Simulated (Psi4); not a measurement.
# SiNH2Cl (SMILES N[Si]Cl) at HF/STO-3G

What is the vertical singlet–triplet gap of SiNH2Cl at HF/STO-3G? 

The calculation is run with Psi4 1.11.

### Step 1. The system as given

SiNH2Cl: 5 atoms, total charge 0, spin state singlet. SMILES: `N[Si]Cl`. Geometry: relaxed at PBE0-D4/def2-TZVP. This is one conformer, not always the lowest.

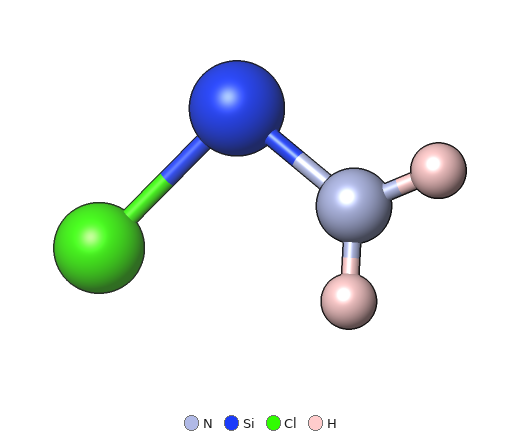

Viewed from a chosen angle; nitrogen light blue, silicon blue, chlorine green, hydrogen pink.

### Step 2. A single-point energy at HF/STO-3G

Contents of calc.inp:

```
memory 1.6 GB

molecule {
  N     -0.28005741     1.10246622    -0.44200694
  Si    -0.21958618    -0.64590839     2.25368738
  Cl     1.22643225    -4.01472315     0.71299367
  H     -0.89440737     2.90753262    -0.42972372
  H      0.26191604     0.51135989    -2.17318504
  units bohr
  symmetry c1
  no_reorient
  no_com
}

set {
  basis         STO-3G
  puream        true
  e_convergence 1e-09
  d_convergence 1e-08
  scf_type      pk
}

result, w = energy('hf', return_wfn=True)
oeprop(w, 'MAYER_INDICES', 'MULLIKEN_CHARGES', 'DIPOLE')
print_variables()
```

The run is started by

```
$ psi4 calc.inp calc.out -n 1
```

calc.out:

```text
[...]
  Running in c1 symmetry.
[...]
  Nuclear repulsion =  131.390318876394929
[...]
  Multiplicity = 1
[...]
  Nalpha       = 20
  Nbeta        = 20
[...]
    Number of basis functions: 25
[...]
   @RHF iter   1:  -795.11413081445255   -1.70462e+00   6.52359e-03 ADIIS/DIIS
[...]
   @RHF iter  10:  -795.14112874300884   -2.27374e-13   2.37682e-09 DIIS
[...]
    Orbital Energies [Eh]
    ---------------------
    Doubly Occupied:
       1A   -103.574715     2A    -67.980916     3A    -15.277781
       4A    -10.273252     5A     -7.716407     6A     -7.712208
       7A     -7.711811     8A     -5.973269     9A     -3.990353
      10A     -3.990046    11A     -3.988222    12A     -1.086815
      13A     -0.960840    14A     -0.624279    15A     -0.611759
      16A     -0.437920    17A     -0.382463    18A     -0.358787
      19A     -0.338260    20A     -0.270300
[...]
  @RHF Final Energy:  -795.14112874300884
   => Energetics <=
    Nuclear Repulsion Energy =            131.3903188763949288
    One-Electron Energy =               -1366.5420881672566793
    Two-Electron Energy =                 440.0106405478529155
    Total Energy =                       -795.1411287430087214
[...]
 Multipole Moments:
 ------------------------------------------------------------------------------------
     Multipole            Electronic (a.u.)      Nuclear  (a.u.)        Total (a.u.)
 ------------------------------------------------------------------------------------
 L = 1.  Multiply by 2.5417464519 to convert [e a0] to [Debye]
 Dipole X            :        -15.6665336           15.1822485           -0.4842851
 Dipole Y            :         67.5474993          -66.1568550            1.3906443
 Dipole Z            :        -37.9104850           37.9755584            0.0650734
 Magnitude           :                                                    1.4739940
[...]
  Mulliken Charges: (a.u.)
   Center  Symbol    Alpha    Beta     Spin     Total
       1     N     3.81039  3.81039  0.00000 -0.62078
       2    SI     6.62569  6.62569  0.00000  0.74862
       3    CL     8.73693  8.73693  0.00000 -0.47387
       4     H     0.41622  0.41622  0.00000  0.16756
       5     H     0.41077  0.41077  0.00000  0.17846
   Total alpha = 20.00000, Total beta = 20.00000, Total charge =  0.00000
  Mayer Bond Indices:
[...]
```

Run time: 1.2 s. Hardware: 1 thread of Intel Xeon 6975P-C (Granite Rapids), shared host; peak memory 0.18 GiB.

### Step 3. The triplet at the same level

Contents of job.in:

```
memory 1.6 GB

molecule geom {
  0 3
  N
  Si 1 R2
  Cl 2 R3 1 A3
  H 1 R4 2 A4 3 D4
  H 1 R5 4 A5 2 D5

  R2 = 1.700565
  R3 = 2.104344
  A3 = 98.20658
  R4 = 1.009029
  A4 = 121.04357
  D4 = 179.99707
  R5 = 1.009622
  A5 = 112.99555
  D5 = 179.99345
  symmetry c1
  no_reorient
  no_com
}

set basis STO-3G
set reference uhf
set puream true
set e_convergence 1e-09
set d_convergence 1e-08
set scf_type pk
set maxiter 200

e_tot, wfn = energy('hf', return_wfn=True)
oeprop(wfn, 'MULLIKEN_CHARGES', 'DIPOLE', 'WIBERG_LOWDIN_INDICES', title='HF')
```

The run is started by

```
$ psi4 -i job.in -o job.out -n 1
```

job.out:

```text
[...]
  Running in c1 symmetry.
[...]
  Nuclear repulsion =  131.390326077442495
[...]
  Multiplicity = 3
[...]
  Nalpha       = 21
  Nbeta        = 19
[...]
    Number of basis functions: 25
[...]
   @UHF iter   1:  -794.99125107658551   -1.58174e+00   7.50497e-03 DIIS/ADIIS
[...]
   @UHF iter  12:  -795.02655370991681   -1.13687e-12   7.80347e-09 DIIS
[...]
   @S^2 Observed:                2.001273344E+00
[...]
    Orbital Energies [Eh]
    ---------------------
    Alpha Occupied:
       1A   -103.592228     2A    -67.957146     3A    -15.240567
       4A    -10.287226     5A     -7.731869     6A     -7.726021
       7A     -7.725694     8A     -5.963691     9A     -3.999611
      10A     -3.987200    11A     -3.978047    12A     -1.061568
      13A     -0.963069    14A     -0.647736    15A     -0.583387
      16A     -0.455041    17A     -0.410071    18A     -0.371302
      19A     -0.349471    20A     -0.339290    21A     -0.158934
    Alpha Virtual:
      22A      0.346771    23A      0.512931    24A      0.740252
      25A      0.776298
[...]
  @UHF Final Energy:  -795.02655370991681
   => Energetics <=
    Nuclear Repulsion Energy =            131.3903260774424950
    One-Electron Energy =               -1366.7573821657611006
    Two-Electron Energy =                 440.3405023784017658
    Total Energy =                       -795.0265537099168114
  UHF NO Occupations:
  HONO-2 :   19  A 1.9995193
  HONO-1 :   20  A 1.0000000
[...]
 Multipole Moments:
 ------------------------------------------------------------------------------------
     Multipole            Electronic (a.u.)      Nuclear  (a.u.)        Total (a.u.)
 ------------------------------------------------------------------------------------
 L = 1.  Multiply by 2.5417464519 to convert [e a0] to [Debye]
 Dipole X            :          0.0000357           -0.0001005           -0.0000648
 Dipole Y            :         -1.2375813            2.8528461            1.6152648
 Dipole Z            :          4.2920864           -4.2808328            0.0112536
 Magnitude           :                                                    1.6153040
[...]
  Mulliken Charges: (a.u.)
   Center  Symbol    Alpha    Beta     Spin     Total
       1     N     3.87868  3.72813  0.15056 -0.60681
       2    SI     7.53809  5.76874  1.76935  0.69317
       3    CL     8.75016  8.66347  0.08668 -0.41363
       4     H     0.41884  0.43388 -0.01504  0.14728
       5     H     0.41423  0.40578  0.00845  0.17999
   Total alpha = 21.00000, Total beta = 19.00000, Total charge = -0.00000
  Wiberg Bond Indices using Orthogonal Lowdin Orbitals:
  Total Bond Index:
[...]
```

Wall time 1.2 s (1 thread of Intel Xeon 6975P-C (Granite Rapids), shared host); peak memory 0.18 GiB.

### Step 4. Outcome

Level: HF/STO-3G.

| quantity | value |
| --- | --- |
| singlet: total energy | -795.14113 Eh |
| singlet: dipole moment | 3.75 D |
| singlet: HOMO energy | -7.36 eV |
| singlet: LUMO energy | 6.15 eV |
| singlet: HOMO–LUMO gap | 13.50 eV |
| triplet: total energy | -795.02655 Eh |
| triplet: dipole moment | 4.11 D |
| triplet: HOMO energy (highest over α and β) | -4.32 eV |
| triplet: LUMO energy (lowest over α and β) | 3.00 eV |
| triplet: ⟨S²⟩ | 2.001 |
| vertical energy of the triplet above the singlet | 3.118 eV |

At this shape the triplet lies 3.12 eV (301 kJ/mol) above the singlet. In a minimal basis such a difference can be off by several eV, whatever the method.
